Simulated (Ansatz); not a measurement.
# Ge9H16 off sphere (Ge9H14O): one molecule under many settings

Aim: run Ge9H16 off sphere (Ge9H14O) under a spread of inputs, and see what each costs and gives.

Computed with Ansatz 0.2.0, Gaussian basis. Level: the settings change from run to run.

### Step 1. The relaxed structure

The geometry comes from an earlier relaxation with PBE-D4/def2-SVP; it is a stationary point, not always the lowest conformer.

24 atoms, charge 0, spin multiplicity 1.

Atoms are counted from 1 here; the program's logs count them from 0.

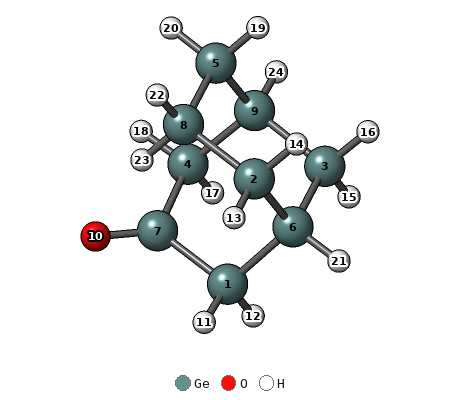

The structure; germanium teal, oxygen red, hydrogen white; atoms are numbered from 1 in the order of the file.

### Step 2. r2SCANh/def2-mTZVPP

Set apart from the defaults: charge +1, multiplicity 2, density fitting with def2-universal-jkfit.

Input file in.yaml:

```yaml
crystal:
  periodic: [false, false, false]
  atoms:
    - {symbol: Ge, position_ang: [0.319286, -2.928867, -0.008263]}
    - {symbol: Ge, position_ang: [0.302645, -0.049422, -2.788035]}
    - {symbol: Ge, position_ang: [-2.496829, -0.090566, 0.082399]}
    - {symbol: Ge, position_ang: [0.307595, 0.012183, 2.931019]}
    - {symbol: Ge, position_ang: [0.295936, 2.787805, 0.048613]}
    - {symbol: Ge, position_ang: [-1.102194, -1.473239, -1.379643]}
    - {symbol: Ge, position_ang: [1.651441, -1.533908, 1.542623]}
    - {symbol: Ge, position_ang: [1.694663, 1.379096, -1.376351]}
    - {symbol: Ge, position_ang: [-1.111772, 1.377700, 1.467982]}
    - {symbol: O, position_ang: [3.317445, -1.561386, 1.574388]}
    - {symbol: H, position_ang: [1.271214, -3.798069, -0.875227]}
    - {symbol: H, position_ang: [-0.586036, -3.863428, 0.849099]}
    - {symbol: H, position_ang: [1.186679, -0.937012, -3.710949]}
    - {symbol: H, position_ang: [-0.608248, 0.833718, -3.688958]}
    - {symbol: H, position_ang: [-3.384111, -0.995904, 0.985881]}
    - {symbol: H, position_ang: [-3.437806, 0.784328, -0.797107]}
    - {symbol: H, position_ang: [-0.599051, -0.847626, 3.862007]}
    - {symbol: H, position_ang: [1.252422, 0.883131, 3.803907]}
    - {symbol: H, position_ang: [-0.612918, 3.688199, -0.837156]}
    - {symbol: H, position_ang: [1.176139, 3.711275, 0.939429]}
    - {symbol: H, position_ang: [-2.018227, -2.376925, -2.263775]}
    - {symbol: H, position_ang: [2.627889, 2.260180, -2.255277]}
    - {symbol: H, position_ang: [2.587647, 0.477712, -0.472924]}
    - {symbol: H, position_ang: [-2.033821, 2.260994, 2.366317]}
basis:
  gaussian: {orbitals: def2-mTZVPP, fitting: {mean_field: def2-universal-jkfit}}
total_charge: 1
magnetization: {spin_polarized: true, initial_magnetization: 1}
hamiltonian: {xc: {name: r2SCANh}}
scf: {omitted_lower_state_checks: [starts]}
output: {forces: true}
```

Run with:

```console
$ ansatz run in.yaml --threads 2 --pin off --events-out ev --progress --plain --max-ram 32768MiB --backend cuda --devices 0, --max-vram 18GiB
```

Standard output, cut to the lines that bear on the results:

```text
Functional definition: r2SCANh
  name "r2SCANh"
  cite "Bursch, Neugebauer, Ehlert & Grimme, J. Chem. Phys. 156, 134105 (2022) doi:10.1063/5.0086040"
  cite "Furness, Kaplan, Ning, Perdew & Sun, J. Phys. Chem. Lett. 11, 8208 (2020) doi:10.1021/acs.jpclett.0c02405"
  cite "Furness, Kaplan, Ning, Perdew & Sun, J. Phys. Chem. Lett. 11, 9248 (2020) doi:10.1021/acs.jpclett.0c03077"
  parent r2scan
[...]
2723 factors; integrals over basis functions are off by at most 8.8e-1 eV
[...]
mean field -510929.84750530 eV, -18776.3255751304 hartree, gradient 3.7e-5 eV, S^2 0.767438; 0 other end points of the search recorded, 0 dependent functions left out
[...]
reference -510929.84752414 eV, -18776.3255758229 hartree; 155, 154 occupied and 263, 264 virtual orbitals, 2723 factors
Total energy: -510929.84752414 eV, -18776.3255758229 hartree
Atom 0 at     0.319286    -2.928867    -0.008263 Å, force    -0.345945    -0.916886    -0.718411 eV/Å
Atom 1 at     0.302645    -0.049422    -2.788035 Å, force     0.166330     0.018051    -0.401691 eV/Å
Atom 2 at    -2.496829    -0.090566     0.082399 Å, force    -0.452604    -0.108534     0.105818 eV/Å
Atom 3 at     0.307595     0.012183     2.931019 Å, force    -0.353745     0.719714     0.915892 eV/Å
Atom 4 at     0.295936     2.787805     0.048613 Å, force     0.165408     0.402361    -0.018156 eV/Å
[...]
Atom 8 at    -1.111772     1.377700     1.467982 Å, force    -0.214736     0.276573    -0.562881 eV/Å
Atom 9 at     3.317445    -1.561386     1.574388 Å, force     0.317551    -0.019268     0.021028 eV/Å
Atom 10 at     1.271214    -3.798069    -0.875227 Å, force    -0.072999     0.297206     0.412111 eV/Å
Atom 11 at    -0.586036    -3.863428     0.849099 Å, force     0.448958     0.361811     0.057847 eV/Å
Atom 12 at     1.186679    -0.937012    -3.710949 Å, force    -0.241480     0.205529     0.284985 eV/Å
Atom 13 at    -0.608248     0.833718    -3.688958 Å, force     0.185771    -0.266171     0.325847 eV/Å
Atom 14 at    -3.384111    -0.995904     0.985881 Å, force     0.265642     0.221280    -0.220407 eV/Å
Atom 15 at    -3.437806     0.784328    -0.797107 Å, force     0.343350    -0.222272     0.224157 eV/Å
Atom 16 at    -0.599051    -0.847626     3.862007 Å, force     0.451239    -0.057292    -0.360035 eV/Å
Atom 17 at     1.252422     0.883131     3.803907 Å, force    -0.069568    -0.412365    -0.296778 eV/Å
Atom 18 at    -0.612918     3.688199    -0.837156 Å, force     0.185178    -0.325761     0.266813 eV/Å
Atom 19 at     1.176139     3.711275     0.939429 Å, force    -0.240497    -0.284786    -0.206151 eV/Å
Atom 20 at    -2.018227    -2.376925    -2.263775 Å, force     0.356147    -0.008760     0.393251 eV/Å
Atom 21 at     2.627889     2.260180    -2.255277 Å, force    -0.224686    -0.287682     0.287609 eV/Å
Atom 22 at     2.587647     0.477712    -0.472924 Å, force    -0.171590     0.085825    -0.086085 eV/Å
Atom 23 at    -2.033821     2.260994     2.366317 Å, force     0.357348    -0.392235     0.011221 eV/Å
Dipole moment:    -0.187818    -0.493540     0.494139 e Å
Checks for a lower state left out: starts
```

It took 11 s on 1 × H100 (card shared with other runs) with 2 threads of AMD EPYC 7R13, shared host; peak host memory 2.1 GiB.

Largest force 1.217 eV/Å, ⟨S²⟩ 0.767.

### Step 3. BHLYP/def2-mTZVP

Set apart from the defaults: finite nuclei, D3(BJ) with three-body dispersion.

in.yaml, as its differences from that of step 2:

```diff
@@ -28,6 +28,4 @@
 basis:
-  gaussian: {orbitals: def2-mTZVPP, fitting: {mean_field: def2-universal-jkfit}}
-total_charge: 1
-magnetization: {spin_polarized: true, initial_magnetization: 1}
-hamiltonian: {xc: {name: r2SCANh}}
+  gaussian: {orbitals: def2-mTZVP, nuclear_model: gaussian}
+hamiltonian: {xc: {name: BHLYP}, dispersion: d3bjatm}
 scf: {omitted_lower_state_checks: [starts]}
```

Launched as before.

Standard output, cut to the lines that bear on the results:

```text
Functional definition: BHLYP
  name "BHLYP"
  cite "Becke, J. Chem. Phys. 98, 1372 (1993) doi:10.1063/1.464304"
  cite "Becke, Phys. Rev. A 38, 3098 (1988) doi:10.1103/PhysRevA.38.3098"
  cite "Lee, Yang & Parr, Phys. Rev. B 37, 785 (1988) doi:10.1103/PhysRevB.37.785"
[...]
3770 factors; integrals over basis functions are off by at most 1.1e-3 eV
[...]
mean field -510933.43415207 eV, -18776.4573819683 hartree, gradient 4.4e-5 eV, S^2 0.000000; 0 other end points of the search recorded, 0 dependent functions left out
[...]
reference -510933.43448806 eV, -18776.4573943157 hartree; 155, 155 occupied and 235, 235 virtual orbitals, 3770 factors
Total energy: -510935.38344417 eV, -18776.5290171317 hartree
Atom 0 at     0.319286    -2.928867    -0.008263 Å, force     0.050269    -0.267499    -0.053701 eV/Å
[...]
Atom 15 at    -3.437806     0.784328    -0.797107 Å, force     0.231558    -0.216796     0.218473 eV/Å
Atom 16 at    -0.599051    -0.847626     3.862007 Å, force     0.246690     0.181301    -0.252230 eV/Å
Atom 17 at     1.252422     0.883131     3.803907 Å, force    -0.245961    -0.234132    -0.228122 eV/Å
Atom 18 at    -0.612918     3.688199    -0.837156 Å, force     0.219248    -0.226340     0.211731 eV/Å
Atom 19 at     1.176139     3.711275     0.939429 Å, force    -0.221692    -0.233087    -0.224573 eV/Å
Atom 20 at    -2.018227    -2.376925    -2.263775 Å, force     0.243932     0.227483     0.236933 eV/Å
Atom 21 at     2.627889     2.260180    -2.255277 Å, force    -0.234349    -0.226627     0.226454 eV/Å
Atom 22 at     2.587647     0.477712    -0.472924 Å, force    -0.256989     0.238437    -0.238859 eV/Å
Atom 23 at    -2.033821     2.260994     2.366317 Å, force     0.245927    -0.236964    -0.225128 eV/Å
Dipole moment:    -0.945211     0.187842    -0.190054 e Å
Checks for a lower state left out: starts
```

Wall time 7 s (1 × H100 (card shared with other runs) with 2 threads of AMD EPYC 7R13, shared host); peak host memory 2 GiB.

Largest force 1.497 eV/Å, dipole 4.72 D.

### Step 4. PBE0/cc-pVTZ

This run has charge +1, multiplicity 2, density fitting with def2-universal-jkfit, finite nuclei.

in.yaml, as its differences from that of step 3:

```diff
@@ -28,5 +28,6 @@
 basis:
-  gaussian: {orbitals: def2-mTZVP, nuclear_model: gaussian}
-hamiltonian: {xc: {name: BHLYP}, dispersion: d3bjatm}
+  gaussian: {orbitals: cc-pVTZ, fitting: {mean_field: def2-universal-jkfit}, nuclear_model: gaussian}
+total_charge: 1
+magnetization: {spin_polarized: true, initial_magnetization: 1}
+hamiltonian: {xc: {name: PBE0}}
 scf: {omitted_lower_state_checks: [starts]}
-output: {forces: true}
```

Launched as before.

Standard output, cut to the lines that bear on the results:

```text
Functional definition: PBE0
  name "PBE0"
  cite "Adamo & Barone, J. Chem. Phys. 110, 6158 (1999) doi:10.1063/1.478522"
  cite "Perdew, Burke & Ernzerhof, Phys. Rev. Lett. 77, 3865 (1996) doi:10.1103/PhysRevLett.77.3865"
  parent pbe
[...]
2723 factors; integrals over basis functions are off by at most 1.1e0 eV
[...]
mean field -510876.33449804 eV, -18774.3590083863 hartree, gradient 2.0e-5 eV, S^2 0.763993; 0 other end points of the search recorded, 0 dependent functions left out
reference -510876.33455899 eV, -18774.3590106258 hartree; 155, 154 occupied and 458, 459 virtual orbitals, 2723 factors
Total energy: -510876.33455899 eV, -18774.3590106258 hartree
Checks for a lower state left out: starts
```

Run time: 10 s. Hardware: 1 × H100 (card shared with other runs) with 2 threads of AMD EPYC 7R13, shared host; peak host memory 1.3 GiB.

⟨S²⟩ 0.764.

### Step 5. PBE0/pcseg-2

Set apart from the defaults: multiplicity 3, restricted open-shell orbitals, density fitting with def2-universal-jkfit, relativity set to scalar.

in.yaml, as its differences from that of step 4:

```diff
@@ -28,6 +28,6 @@
 basis:
-  gaussian: {orbitals: cc-pVTZ, fitting: {mean_field: def2-universal-jkfit}, nuclear_model: gaussian}
-total_charge: 1
-magnetization: {spin_polarized: true, initial_magnetization: 1}
-hamiltonian: {xc: {name: PBE0}}
+  gaussian: {orbitals: pcseg-2, fitting: {mean_field: def2-universal-jkfit}}
+magnetization: {spin_polarized: false, initial_magnetization: 2}
+hamiltonian: {xc: {name: PBE0}, pseudopotentials: {relativity: scalar}}
 scf: {omitted_lower_state_checks: [starts]}
+output: {forces: true}
```

Launched as before.

Standard output, cut to the lines that bear on the results:

```text
Functional definition: PBE0
  name "PBE0"
  cite "Adamo & Barone, J. Chem. Phys. 110, 6158 (1999) doi:10.1063/1.478522"
  cite "Perdew, Burke & Ernzerhof, Phys. Rev. Lett. 77, 3865 (1996) doi:10.1103/PhysRevLett.77.3865"
  parent pbe
[...]
2723 factors; integrals over basis functions are off by at most 1.2e0 eV
[...]
mean field -515105.85564812 eV, -18929.7910437791 hartree, gradient 2.5e-5 eV, S^2 2.000000; 0 other end points of the search recorded, 0 dependent functions left out
[...]
reference -515105.85572640 eV, -18929.7910466561 hartree; 156, 154 occupied and 457, 459 virtual orbitals, 2723 factors
Total energy: -515105.85572640 eV, -18929.7910466561 hartree
Relativity: scalar
Atom 0 at     0.319286    -2.928867    -0.008263 Å, force     0.102084    -0.149735    -0.058849 eV/Å
Atom 1 at     0.302645    -0.049422    -2.788035 Å, force     0.023842     0.016479    -0.224474 eV/Å
[...]
Atom 15 at    -3.437806     0.784328    -0.797107 Å, force     0.279044    -0.266692     0.268329 eV/Å
Atom 16 at    -0.599051    -0.847626     3.862007 Å, force     0.346682     0.183827    -0.294314 eV/Å
Atom 17 at     1.252422     0.883131     3.803907 Å, force    -0.225015    -0.323142    -0.292980 eV/Å
Atom 18 at    -0.612918     3.688199    -0.837156 Å, force     0.264067    -0.271221     0.276108 eV/Å
Atom 19 at     1.176139     3.711275     0.939429 Å, force    -0.271075    -0.280180    -0.269068 eV/Å
Atom 20 at    -2.018227    -2.376925    -2.263775 Å, force     0.237896     0.234959     0.254135 eV/Å
Atom 21 at     2.627889     2.260180    -2.255277 Å, force    -0.297255    -0.223222     0.222604 eV/Å
Atom 22 at     2.587647     0.477712    -0.472924 Å, force    -0.287050     0.326970    -0.327527 eV/Å
Atom 23 at    -2.033821     2.260994     2.366317 Å, force     0.239357    -0.253858    -0.233183 eV/Å
Dipole moment:    -0.581352     0.134642    -0.136542 e Å
Checks for a lower state left out: starts
```

It took 22 s on 1 × H100 (card shared with other runs) with 2 threads of AMD EPYC 7R13, shared host; peak host memory 2.5 GiB.

Largest force 2.907 eV/Å, dipole 2.94 D.

### Step 6. All runs side by side

```csv
level,charge,multiplicity,geometry,functions,energy (eV),time
r2SCANh/def2-mTZVPP,1,2,relaxed,418,-510929.848,11 s
BHLYP/def2-mTZVP,0,1,relaxed,390,-510935.383,7 s
PBE0/cc-pVTZ,1,2,relaxed,613,-510876.335,10 s
PBE0/pcseg-2,0,3,relaxed,613,-515105.856,22 s
```

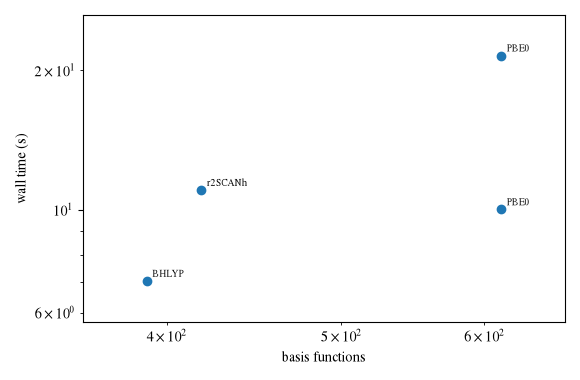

Wall time against the number of basis functions (shared host).

### Step 7. Summary of results

| quantity | value |
| --- | --- |
| runs | 4 |
| quickest | BHLYP/def2-mTZVP, 7 s |
| slowest | PBE0/pcseg-2, 22 s |

What this shows: The runs differ in state or geometry as well as level, so their energies can't be set against each other. Run time spans a factor of 3, from BHLYP/def2-mTZVP to PBE0/pcseg-2. The jobs differ in tasks and options as well as level. At the PBE-D4/def2-SVP geometry and in the same state, the sound runs without point charges leave forces up to 1.50 eV/Å (BHLYP/def2-mTZVP).
